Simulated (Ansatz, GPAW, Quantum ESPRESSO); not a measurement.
# NbSi2: valence-band photoemission

Aim: the valence spectrum of NbSi2 from He I to hard X-rays, and which orbitals make each feature.

Calculated with Ansatz 0.2.0, Quantum ESPRESSO 7.5 and GPAW 26.7.0; DFT, PBEsol, plane-wave PAW, default files, scalar-relativistic, in the first sound run; inputs show where later runs differ.

## 1. The starting structure

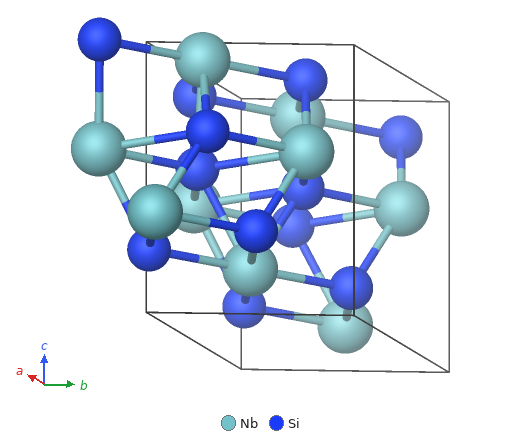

Start, viewed from a free direction; niobium teal, silicon blue. 2×1×1 cells are drawn. Some periodic images of atoms are drawn too.

## 2. The base run

First the ground state, then the DOS by atom and shell, which the cross sections turn into spectra. The DOS is taken on a denser mesh than the density.

The input, input.yaml:

```yaml
crystal:
  lattice:
    - [4.819, 0.0, 0.0]
    - [-2.4095, 4.1733764208, 0.0]
    - [0.0, 0.0, 6.592]
  atoms:
    - { symbol: Nb, position: [0.0, 0.5, 0.1666666667] }
    - { symbol: Nb, position: [0.5, 0.5, 0.8333333333] }
    - { symbol: Nb, position: [0.5, 0.0, 0.5] }
    - { symbol: Si, position: [0.3198, 0.1599, 0.1666666667] }
    - { symbol: Si, position: [0.1599, 0.8401, 0.8333333333] }
    - { symbol: Si, position: [0.8401, 0.6802, 0.5] }
    - { symbol: Si, position: [0.6802, 0.8401, 0.1666666667] }
    - { symbol: Si, position: [0.8401, 0.1599, 0.8333333333] }
    - { symbol: Si, position: [0.1599, 0.3198, 0.5] }
kpoints:
  mp_grid: { grid: [12, 12, 6] }
  band_path:
    path:
      - [[0.0, 0.0, 0.0], [0.5, 0.0, 0.0], [0.333333, 0.333333, 0.0], [0.0, 0.0, 0.0], [0.0, 0.0, 0.5], [0.5, 0.0, 0.5], [0.333333, 0.333333, 0.5], [0.0, 0.0, 0.5]]
      - [[0.5, 0.0, 0.5], [0.5, 0.0, 0.0]]
      - [[0.333333, 0.333333, 0.5], [0.333333, 0.333333, 0.0]]
    npoints: 10
scf:
  occupations: { method: fermi_dirac, width: 0.05 }
  n_extra_bands: 22
hamiltonian:
  xc: pbesol
  pseudopotentials: { kind: paw }
output:
  forces: true
  stress: true
  dos:
    projected: true
    de: 0.05
    e_range: [-30, 12]
    nscf_kmesh: { grid: [12, 12, 8] }
  fatbands: true
  write_density: true
  write_potential: true
  elf: true
  volumetric_format: npy
```

Command:

```console
> ansatz run input.yaml --threads 4 --pin off --max-ram 12288MiB --backend cpu --events-out ev --progress --plain --runs-dir out
```

Numbers of over 12 decimals in the logs are rounded to 6 here.

Output:

```text
scf.n_extra_bands = 22 over 32 filled bands (N_el = 63.0): the run solves 54 bands
Engine: ansatz 0.2.0, x86_64-unknown-linux-gnu
Pseudopotentials: kind: paw
Pseudopotential: Nb, paw, valence charge 13, recommended cutoff 420 eV (normal), Nb.paw.azcp
Pseudopotential: Si, paw, valence charge 4, recommended cutoff 420 eV (normal), Si.paw.azcp
Functional definition: PBEsol
  exchange = pbesol_x
  correlation = pbesol_c
Crystal: 9 atoms, lattice volume = 132.575 Å³
Basis set: ecut = 420 eV, 2555 PW (Γ), exchange–correlation on 72×72×90 points (8 copies of the dense FFT grid, shifted against one another)
Bands: 54, of which v1, the nominal top of the filled ones, is band 32 counted from 1 (31 counted from 0)
Symmetry: 12 space group operations
Space group: P6222 (ITA 180), of the structure as read, at distance tolerance 5.1e-5 Å
k-points: 76 of 864 (time reversal used)
Non-local potential: Nb, projectors of the file, l = 0: 3, l = 1: 2, l = 2: 2, l = 3: 1
Non-local potential: Si, projectors of the file, l = 0: 2, l = 1: 2, l = 2: 2
PAW form: soft (Blöchl's): semilocal exchange-correlation on the pseudo side does not see the compensation charge
PAW frozen core: Nb, regenerated for the run's functional, and the local potential with it (the file was generated under x = pbe(κ = 0.804, μ = 0.219515), c = pbe(β = 0.066725))
PAW frozen core: Si, regenerated for the run's functional, and the local potential with it (the file was generated under x = pbe(κ = 0.804, μ = 0.219515), c = pbe(β = 0.066725))
PAW one-centre angular grid: Nb, 590 points (default); XC on 64 Gauss nodes
PAW one-centre angular grid: Si, 110 points (default); XC on 64 Gauss nodes
Initial density: superposition of atomic densities (neutral atoms: chi_scale 0, normalization atom), corrected by the library's trained network
Initial wavefunctions: pseudopotential atomic-orbital guess
Functional: x = pbesol(κ = 0.804, μ = 0.123457), c = pbesol(β = 0.046)
SCF iter   1: F=—  HF=-17221.222364 eV  |F-HF|=—  |Δ(HF+E_count)|=         —  Δρ=4.65e-3  dr2=2.02e-2  ethr=1.77e-3  ⟨swp⟩=5.1  Hψ=17486  notcnv=0  defer=469
preconditioner: auto → Kerker (q_TF=auto, 2.410 Å⁻¹)  [metal: Δε(μ)=0.026 eV  Ē_g=9.075 eV  σ=0.050 eV  W_gap=0.13  n_scr=22 (ndim 8)  ℏωp=20.1 eV  f_vac=0.000  D(μ)=3.82/eV (n_scr^D=22)]
SCF iter   2: F=—  HF=-17221.220982 eV  |F-HF|=—  |Δ(HF+E_count)|=   1.38e-3  Δρ=2.71e-3  dr2=7.42e-3  ethr=3.21e-5  ⟨swp⟩=1.0  Hψ=4788  notcnv=0  defer=789
SCF iter   3: F=—  HF=-17221.220074 eV  |F-HF|=—  |Δ(HF+E_count)|=   9.08e-4  Δρ=2.46e-4  dr2=1.25e-4  ethr=1.18e-5  ⟨swp⟩=2.5  Hψ=4380  notcnv=0  defer=789
SCF iter   4: F=—  HF=-17221.220046 eV  |F-HF|=—  |Δ(HF+E_count)|=   2.85e-5  Δρ=6.97e-5  dr2=5.80e-6  ethr=1.99e-7  ⟨swp⟩=2.2  Hψ=4306  notcnv=0  defer=789
SCF iter   5: F=—  HF=-17221.219960 eV  |F-HF|=—  |Δ(HF+E_count)|=   8.60e-5  Δρ=1.03e-5  dr2=1.74e-7  ethr=9.20e-9  ⟨swp⟩=2.3  Hψ=4459  notcnv=0  defer=789
SCF iter   6: F=-17221.219960 eV  HF=-17221.219960 eV  |F-HF|=2.88e-9  |Δ(HF+E_count)|=   3.15e-8  Δρ=2.07e-6  dr2=6.50e-9  ethr=1.59e-10  ⟨swp⟩=13.6  Hψ=26578  notcnv=0
SCF 1 converged in 6 iterations: F = -17221.219960 eV  dr2 = 6.50e-9
  greatest PAW one-centre occupation: 0.997 electrons in one spin orbital (limit 2), on the Nb atom at site 1 (counted from 0), in its partial waves of l = 0
NSCF: frozen V_eff on 93 k-points
NSCF: frozen V_eff on 95 k-points
SCF converged after 6 iterations
Free energy (F): -17221.219960 eV
Harris-Foulkes:  -17221.219960 eV  (|F-HF|=2.88e-9)
Internal energy: -17221.188592 eV  (E = F + TS)
E sigma→0 (E₀):  -17221.204276 eV
Entropy (-TS):   -0.031367 eV (-3.485 meV/atom)
Fermi energy:    14.249209 eV
--- Per-component energies (eV) ---
  E_band       = -158.235514
  E_kinetic    = 1441.064662
  E_local      = -2821.907884  (includes V_loc(G=0)·N_el)
  E_nonlocal   = 514.154669
  E_hartree    = 989.925427
  E_xc         = -861.807195
  E_vxc        = -932.128968  (∫ρ·V_xc dr)
  E_paw        = -12045.430206  (= ΣΔE_a)
  E_vpaw       = -339.266930  (= ΣTr[D̂ρ^β])
  E_aug_tail   = 0.000059  (compensation charges beyond the density's cutoff)
  E_ewald      = -4437.943616
  E_core_change = 0.755491  (= ΣΔE_core)
  E_smearing   = -0.031367  (= −TS)
  E_closure    = -0.000000  (closes the sum)
  Σ components = -17221.219960   (vs F -17221.219960, Δ=0.00e0)
--- Forces (eV/Å), atoms counted from 1 ---
  atom   1  Nb     0.00000000     0.00000000     0.00000000
  atom   2  Nb     0.00000000     0.00000000    -0.00000000
  atom   3  Nb     0.00000000     0.00000000     0.00000000
  atom   4  Si    -0.04416030    -0.02549596     0.00000000
  atom   5  Si    -0.04416030     0.02549596     0.00000000
  atom   6  Si     0.00000000     0.05099192     0.00000000
  atom   7  Si     0.04416030     0.02549596    -0.00000000
  atom   8  Si     0.04416030    -0.02549596    -0.00000000
  atom   9  Si     0.00000000    -0.05099192     0.00000000
  max |Σ_I F_I| component: 4.63e-17 eV/Å
--- Stress (GPa, compression-positive) ---
       -4.660831      -0.000000       0.000000
        0.000000      -4.660831       0.000000
        0.000000       0.000000      -2.927929
  P = ⅓ Tr σ = -4.0832 GPa (-40.832 kbar)
--- Band table (eV; the first three rows and the last of 76) ---
  k-point 0: bands = [... 28 lower, 12.1230, 12.2928, 12.2928, 13.1776, 15.0100, 17.4016, 17.4735, 17.5099, ... 18 higher]
  k-point 1: bands = [... 28 lower, 12.3791, 12.4232, 12.7835, 13.1290, 15.2642, 17.1993, 17.4599, 17.5091, ... 18 higher]
  k-point 2: bands = [... 28 lower, 12.6214, 12.6251, 13.0124, 14.0790, 15.5918, 16.9305, 17.3764, 17.5076, ... 18 higher]
  k-point 75: bands = [... 28 lower, 13.5047, 13.5047, 14.0908, 14.0908, 15.0528, 16.2228, 16.3790, 16.3790, ... 18 higher]
```

The job ended after 29 s (4 threads of Intel Xeon Platinum 8488C (Sapphire Rapids), shared host; peak memory 0.95 GiB).

The column dr2 measures how far the density is from self-consistency, as an energy; F and HF (Harris–Foulkes) agree once it is small.

Numbers from this step:

- free energy: -17221.2200 eV
- energy at zero smearing: -17221.2043 eV
- smearing term TS: 0.03137 eV
- Fermi energy: 14.25 eV
- symmetry operations: 12
- pressure: -4.083 GPa
- zero of energy: Fermi level
- share of occupied states in no projected shell: 0.0139 of the occupied states in the window
- DOS at the Fermi level: 3.776 states/eV/cell

Electronic bands along the path, in eV, zero at the Fermi level; # counts the bands kept:

```
    point    #17    #18    #19    #20   #21   #22   #23   #24
        Γ  -2.12  -1.95  -1.95  -1.07  0.77  3.16  3.23  3.27
        M  -1.03  -0.70  -0.11   0.04  0.75  1.21  1.53  2.02
        K  -1.55  -1.55   0.35   0.35  0.43  2.06  2.06  2.10
        Γ  -2.12  -1.95  -1.95  -1.07  0.77  3.16  3.23  3.27
        A  -1.51  -1.41  -1.41   0.97  0.97  2.74  2.74  3.20
        L  -1.80  -1.62  -0.63  -0.27  1.40  1.77  2.27  2.35
        H  -0.74  -0.74  -0.15  -0.15  0.81  1.98  2.13  2.13
        A  -1.51  -1.41  -1.41   0.97  0.97  2.74  2.74  3.20
jump to L  -1.80  -1.62  -0.63  -0.27  1.40  1.77  2.27  2.35
        M  -1.03  -0.70  -0.11   0.04  0.75  1.21  1.53  2.02
jump to H  -0.74  -0.74  -0.15  -0.15  0.81  1.98  2.13  2.13
        K  -1.55  -1.55   0.35   0.35  0.43  2.06  2.06  2.10
```

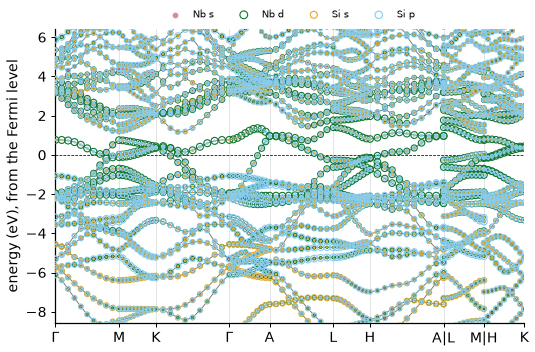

Electronic bands along the path; dots are coloured as in the legend, and their area grows with the weight.

The DOS has structure finer than the step of the table below, so its rows give means over 2 eV, whole bins alone (the curve runs from -14.1 to 7.38 eV). Peaks (eV: height): total -2.4: 10.9, -2.1: 14.2, -1.9: 14.0, 3.7: 9.29; Nb 4d -2.4: 5.07, -2.1: 7.54, -1.9: 7.58, 2.1: 4.56; Si 3p -2.4: 4.90, -2.1: 5.78, -1.9: 5.67, 6.4: 3.78; Si 3s -8.4: 1.76, -7.3: 1.55, -6.7: 1.71, 3.3: 1.26; Nb 5s 3.7: 0.641, 4.4: 0.502, 5.5: 0.560, 6.4: 0.716.

* holds the states left over by the projection beside any projected weight of its own. DOS against E, zero at the Fermi level; means over each step; values in states/eV/cell:

```
E (eV)  total   Nb 4d  Si 3p   Si 3s   Nb 5s  Nb 5p*
   -12  0.699  0.0175  0.118   0.355   0.197  0.0103
   -10   1.80   0.193  0.527   0.904   0.139  0.0401
    -8   2.22   0.467  0.657   0.970  0.0890  0.0330
    -6   2.42   0.556   1.08   0.625   0.122  0.0390
    -4   3.59    1.08   1.92   0.361   0.160  0.0756
    -2   7.55    3.81   3.14   0.312  0.0697   0.227
     0   2.56    1.83  0.508  0.0976  0.0108   0.106
     2   4.96    2.49   1.37   0.662   0.121   0.321
     4   6.59    2.45   2.01   0.870   0.415   0.843
     6   5.51    1.10   2.42   0.376   0.393    1.22
```

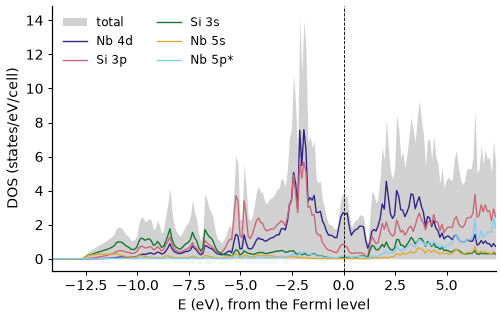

DOS against E.

Sums over each group's atoms; a table of it gives point samples, which can step over narrow peaks. Table of DOS of the group by E, zero at the Fermi level; values in states/eV:

```
E (eV)  Nb1: Nb 4d  Si4: Si 3p  Si4: Si 3s  Nb1: Nb 5s
   -14           0           0           0           0
   -12     0.00889      0.0841       0.353       0.257
   -10       0.162       0.499       0.813       0.135
    -8       0.340       0.444       0.638      0.0484
    -6       0.271       0.390       0.366      0.0437
    -4        1.15        2.13       0.357       0.193
    -2        6.69        5.31       0.300      0.0777
     0        2.62       0.789       0.103      0.0133
     2        3.45        1.92       0.800      0.0803
     4        2.36        2.00       0.902       0.442
     6        1.05        2.28       0.299       0.347
```

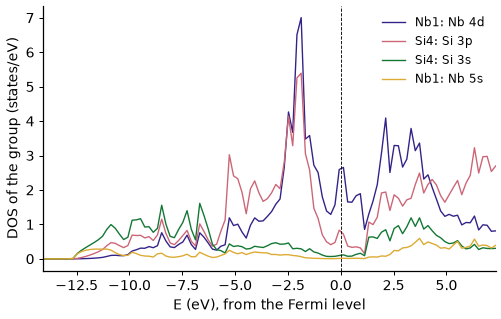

DOS of the group, plotted against E.

This run's widths, added to any smearing of the DOS itself: Gaussian 0.35 eV, Lorentzian 0.2 eV plus 0.05 an eV of depth. Intensity against binding energy, zero at the Fermi level; values in % of the maximum within 13 eV:

```
binding energy (eV)  21.2 eV  100 eV  1486.7 eV  5414.7 eV  5950 eV
                 -1     1.78    1.78       1.90       2.20     2.24
                  0     23.1    13.6       22.0       21.7     21.6
                  1     46.3    34.7       45.5       46.1     46.1
                  2     99.4    99.5       99.5       99.5     99.6
                  3     39.3    58.5       45.9       58.4     60.1
                  4     23.6    48.6       30.8       44.3     46.3
                  5     19.0    49.3       27.2       41.7     43.8
                  6     9.90    28.2       19.3       38.2     40.8
                  7     10.8    35.0       26.1       57.4     61.5
                  8     9.48    31.8       23.4       51.6     55.3
                  9     7.93    32.8       22.9       53.3     57.4
                 10     4.63    28.1       18.6       47.8     51.7
                 11     2.23    22.4       15.0       42.6     46.5
                 12        -    10.9       7.81       24.4     26.8
                 13        -    3.13       2.26       6.67     7.30
                 14        -    1.37      0.969       2.58     2.80
```

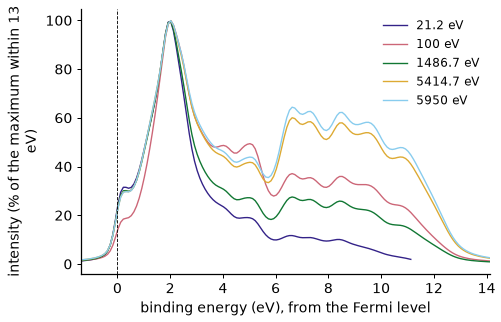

Intensity against binding energy.

Maxima picked by a test of local sharpness, so broad peaks and shoulders can be missing; peaks within 0.45 eV of a curve's cut are left out. Valence peaks, by row:

```
photon energy (eV)  binding energy (eV)  height (% of the maximum within 13 eV)  main shell  its share (%)
              21.2                  8.4                                    10.1       Nb 4d          89.02
              21.2                  6.6                                   11.71       Nb 4d           90.2
              21.2                    2                                     100       Nb 4d          97.16
              21.2                 0.25                                   31.68       Nb 4d          98.54
               100                  8.5                                   36.02       Si 3s          57.81
               100                  7.3                                   35.48       Si 3s          58.97
               100                  6.6                                   37.12       Si 3s          56.44
               100                    5                                    49.4       Si 3p          75.29
               100                    4                                   48.69       Si 3p          74.27
               100                    2                                     100       Si 3p          75.56
              1487                 8.45                                   25.86       Si 3s          60.89
              1487                  7.3                                   26.54       Si 3s          59.66
              1487                 6.65                                   27.53       Si 3s          57.86
              1487                    5                                   27.24       Nb 4d          55.99
              1487                    2                                     100       Nb 4d          84.82
              5415                10.75                                   43.95       Si 3s          79.01
              5415                 9.45                                   53.95       Si 3s          81.82
              5415                  8.5                                   58.05       Si 3s           79.2
              5415                  7.3                                    58.5       Si 3s          78.96
              5415                 6.65                                   60.13       Si 3s          77.31
              5415                 5.05                                   41.77       Si 3s          44.66
              5415                    2                                     100       Nb 4d          73.51
              5950                10.75                                   47.84       Si 3s           78.7
              5950                  9.5                                   58.21       Si 3s          82.21
              5950                  8.5                                   62.35       Si 3s          79.95
              5950                  7.3                                   62.73       Si 3s          79.82
              5950                 6.65                                   64.47       Si 3s          78.17
              5950                 5.05                                   43.92       Si 3s          46.06
              5950                    2                                     100       Nb 4d          71.83
```

The intensity has structure finer than the step of the table below, so its rows give means over 1 eV, whole bins alone (the curve runs from -14.1 to 1.38 eV). Peaks (eV: height): Nb L-beta2 -1.9: 99.9; Si K-beta -2.0: 99.9; Si K-beta, E along x -2.0: 97.3; Si K-beta, E along y -2.0: 97.3; Si K-beta, E along z -2.1: 107.

Shapes are the site's partial DOS without matrix elements, which overweights lines from ligand s bands. The intensity by emission energy less the core level's binding energy, zero at the Fermi level; means over each step; values in % of the unpolarised maximum:

```
emission energy less the core level's binding energy (eV)  Nb L-beta2  Si K-beta  Si K-beta, E along x  Si K-beta, E along y  Si K-beta, E along z  Si L2,3
                                                      -13        2.43       1.79                  1.72                  1.72                  1.92     7.88
                                                      -12        3.63       4.42                  4.25                  4.25                  4.75     31.8
                                                      -11        5.81       9.38                  8.77                  8.77                  10.6     63.0
                                                      -10        9.21       13.9                  12.4                  12.4                  16.9     76.2
                                                       -9        13.5       17.7                  16.5                  16.5                  20.0     85.7
                                                       -8        17.1       18.4                  17.5                  17.5                  20.2     82.4
                                                       -7        20.2       20.0                  19.9                  19.9                  20.1     91.8
                                                       -6        24.6       26.4                  28.1                  28.1                  23.0     53.5
                                                       -5        33.5       49.4                  51.0                  51.0                  46.3     33.9
                                                       -4        47.0       52.7                  53.9                  53.9                  50.3     32.6
                                                       -3        72.8       65.9                  65.6                  65.6                  66.7     39.7
                                                       -2        96.8       91.0                  89.3                  89.3                  94.2     28.9
                                                       -1        74.7       39.9                  42.2                  42.2                  35.0     15.3
                                                        0        41.1       13.2                  14.2                  14.2                  10.5     4.70
```

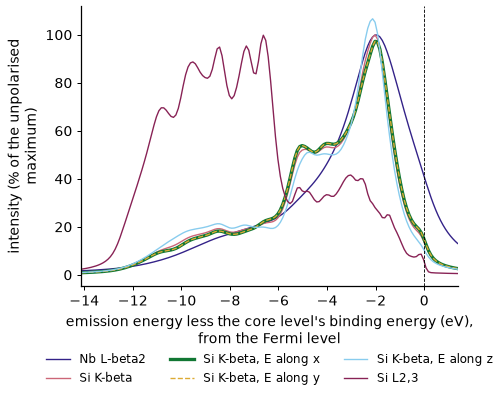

Intensity, plotted against emission energy less the core level's binding energy.

Window up to 7.4 eV. Shell moments, by row:

```
element  shell  occupied states an atom  centre of occupied part (eV)  rms width of occupied part (eV)  centre up to the window's top (eV)  rms width up to the window's top (eV)
     Nb     5s                   0.5201                        -7.639                            3.405                             -0.6155                                  6.668
     Nb    5p*                   0.3123                         -3.79                            3.011                               3.813                                  3.664
     Nb     4d                    4.653                        -3.035                            2.336                               0.128                                  3.754
     Si     3s                     1.19                        -7.537                            2.858                              -3.466                                  5.948
     Si     3p                    2.575                        -4.178                            2.688                             -0.1677                                  4.945
```

Shapes are the site's partial DOS without matrix elements, which overweights lines from ligand s bands. Emission peaks, by row:

```
                line  energy (eV)  height (%)
          Nb L-beta2        -1.95         100
           Si K-beta        -8.45       19.29
           Si K-beta         -4.9       52.33
           Si K-beta        -2.05         100
Si K-beta, E along x        -8.45       18.27
Si K-beta, E along x        -5.05       53.87
Si K-beta, E along x           -2       97.56
Si K-beta, E along y        -8.45       18.27
Si K-beta, E along y        -5.05       53.87
Si K-beta, E along y           -2       97.56
Si K-beta, E along z         -8.5       21.33
Si K-beta, E along z         -7.4       20.77
Si K-beta, E along z        -4.75       51.14
Si K-beta, E along z         -4.1       50.45
Si K-beta, E along z        -2.15       106.7
             Si L2,3        -10.8       69.75
             Si L2,3        -9.55       88.75
             Si L2,3        -8.45       95.27
             Si L2,3         -7.3       95.45
             Si L2,3         -6.6         100
             Si L2,3        -5.15       36.66
             Si L2,3        -3.05       41.67
             Si L2,3         -2.6       40.25
```

(Continued in part 2 of 8.)

[Logs are printed without paths, hosts, clocks, repeated set-up lines and the standing remarks that a program may print on its own settings, such as how far it seeks lower states.]

[Hosts, paths, dates, database ids (printed as entryN), source tags and the programs' standing remarks are cut or masked in the printed files.]

[Maps of the electrostatic potential energy from Ansatz leave out the sawtooth potential of an applied field or a dipole correction, so their vacuum need not be flat; work functions include it.]

[Peak lists hold at most the 14 tallest peaks of each spectrum; further lines can be left out.]
